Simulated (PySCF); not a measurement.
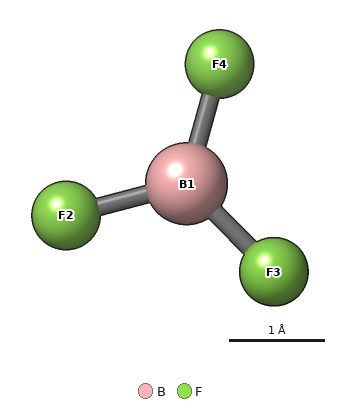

The input geometry of the first run (ball-and-stick view, seen on its broad side; atoms are numbered from 1 in the order of the input). Bond lengths as drawn: B–F 1.31 Å.

# BF₃: a changed input and its effect

System: BF₃.
Method of the first run: RKS PBE0-D4/def2-TZVPP, density fitting (PySCF 2.14.0).

The geometry comes from this level: PBE0-D4/def2-TZVP. Text and figures count atoms from 1; the logs count them from 0 in places.

Input, the first run:
```python
import json, numpy as np
from pyscf import gto, scf, dft, mp, cc
EV, BOHR = 27.211386245988, 0.529177210903
mol = gto.M(atom="""
B -0.007863 -1.087264 -0.030473
F -1.047322 -1.029681 -0.827548
F -0.179006 -1.114051 1.269263
F 1.202772 -1.118494 -0.532988
""", basis="def2-tzvpp", charge=0, spin=0, max_memory=8670, verbose=0)
def mean_field(mol, dm=None):
    mf = dft.RKS(mol, xc="pbe0").density_fit()
    mf.conv_tol = 1e-9; mf.grids.level = 4
    mf.kernel(dm0=dm)
    if not mf.converged: mf = mf.newton().run(mf.mo_coeff, mf.mo_occ)
    assert mf.converged
    return mf
def d4(mol):
    from pyscf.dispersion.dftd4 import DFTD4Dispersion
    real = gto.M(atom=[(mol.atom_pure_symbol(i), mol.atom_coord(i)) for i in range(4)], unit='B', charge=mol.charge, spin=None, basis='def2-svp', verbose=0)
    r = DFTD4Dispersion(real, xc="pbe0", atm=True).get_dispersion(grad=True); return r["energy"], r["gradient"]
def energy_and_gradient(mol, dm=None):
    mf = mean_field(mol, dm); e, g = d4(mol)
    return mf, (mf.e_tot + e) * EV, (mf.nuc_grad_method().kernel()[:4] + g) * EV / BOHR
out = {}
mf = mean_field(mol); e = d4(mol)[0]
out.update(energy=(mf.e_tot + e) * EV, converged=True, dispersion=e * EV)
out['s2'] = mf.spin_square()[0]; out['nelec'] = mol.nelec
print(f"Total energy {out['energy']:.6f} eV, <S^2> {out['s2']:.4f}")
json.dump(out, open("out.json", "w"), default=float)
```

Launched with:
```bash
OMP_NUM_THREADS=4 python run.py
```

Hardware: 4 threads of Arm Neoverse V1, 23 GiB of memory available, shared host.

Output (the first run):
```
Total energy -8827.126360 eV, <S^2> 0.0000
```

The input of the second run differs as follows (lines with − go, lines with + come):
```diff
-    mf = dft.RKS(mol, xc="pbe0").density_fit()
+    mf = dft.RKS(mol, xc="pbe").density_fit()
-    r = DFTD4Dispersion(real, xc="pbe0", atm=True).get_dispersion(grad=True); return r["energy"], r["gradient"]
+    r = DFTD4Dispersion(real, xc="pbe", atm=True).get_dispersion(grad=True); return r["energy"], r["gradient"]
```

What does this change do to the results?

The total energies belong to different models, so their difference says nothing on which is more stable or more accurate. The functional changes from PBE0 to PBE.

Output (the second run):
```
Total energy -8827.002167 eV, <S^2> 0.0000
```

The two runs side by side:

```tsv
quantity	the first run	the second run
outcome	converged	converged
total energy (hartree)	−324.390910	−324.386346
basis functions	124	124
wall time (shared host)	3.2 s	3.6 s
```
